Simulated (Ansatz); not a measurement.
Input

```
crystal:
  lattice:
    - [6.8820353454, 0.0, 0.0]
    - [0.0, 6.8820353454, 0.0]
    - [0.0, 0.0, 5.215225461]
  atoms:
    - { symbol: W, position: [0.5, 0.0, 0.9213480645] }
    - { symbol: W, position: [0.0, 0.5, 0.0786519355] }
    - { symbol: Se, position: [0.25, 0.75, 0.0] }
    - { symbol: Se, position: [0.75, 0.75, 0.0] }
    - { symbol: Se, position: [0.75, 0.25, 0.0] }
    - { symbol: Se, position: [0.25, 0.25, 0.0] }
    - { symbol: Se, position: [0.5, 0.0, 0.4782768465] }
    - { symbol: Se, position: [0.0, 0.5, 0.5217231535] }
basis:
  ecutwfc: 420
kpoints:
  mp_grid: { grid: [6, 6, 8] }
hamiltonian:
  xc: pbe
scf:
  occupations: { method: gaussian, width: 0.1 }
output:
  forces: true
  stress: true
  eigenvalues: true
  write_density: true
  write_potential: true
  elf: true
  volumetric_format: npy
relax:
  adjacent_minimum: "off"
  f_tol: 0.01
  max_steps: 80
  cell: { stress_tol: 0.05 }
```

Run with:

```sh
ansatz run input.yaml --threads 1 --pin off --max-ram 2560MiB --backend cpu --events-out ev --progress --plain --runs-dir out
```

Below, planes, directions and counts refer to the conventional cell (a = 6.70 Å, b = 6.70 Å, c = 6.76 Å, α = 90.00°, β = 90.00°, γ = 90.00°).

The fields are those of the relaxed geometry.

Space group P4/nmm; a structure generated by program, which may or may not match a known phase.

Computed with Ansatz 0.2.0, DFT PBE, scalar-relativistic, plane waves, PAW.

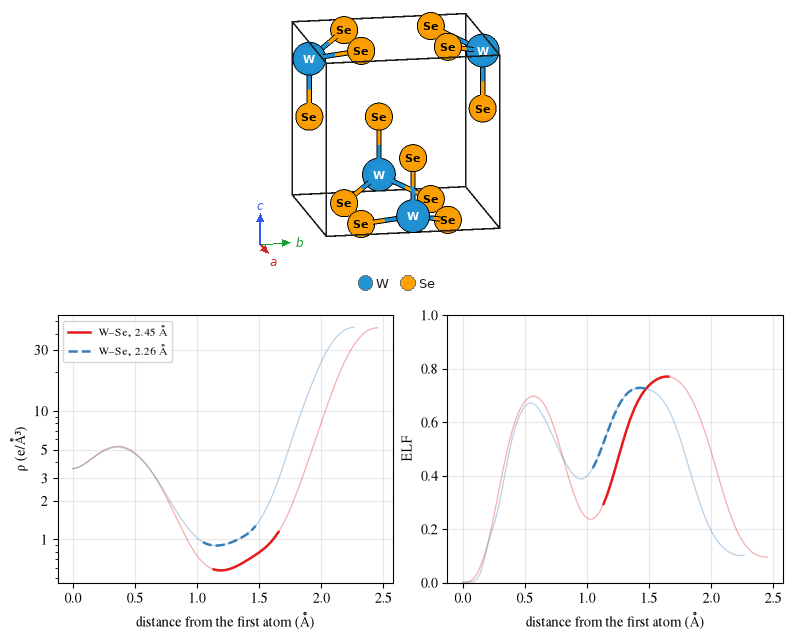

WSe3. Valence pseudo-density and ELF along straight lines between neighbouring atoms. Thin, pale parts lie inside the atomic spheres. The structure is drawn too.

The density is the valence pseudo-density of a PAW calculation; it isn't the true density close to the nuclei.

Question: Compare the contacts.

Answer: W–Se (2.45 Å): the density is about 0.58 e/Å³ at the midpoint; the ELF is about 0.40 at the midpoint.
W–Se (2.26 Å): the density is about 0.9 e/Å³ at the midpoint; the ELF is about 0.50 at the midpoint.
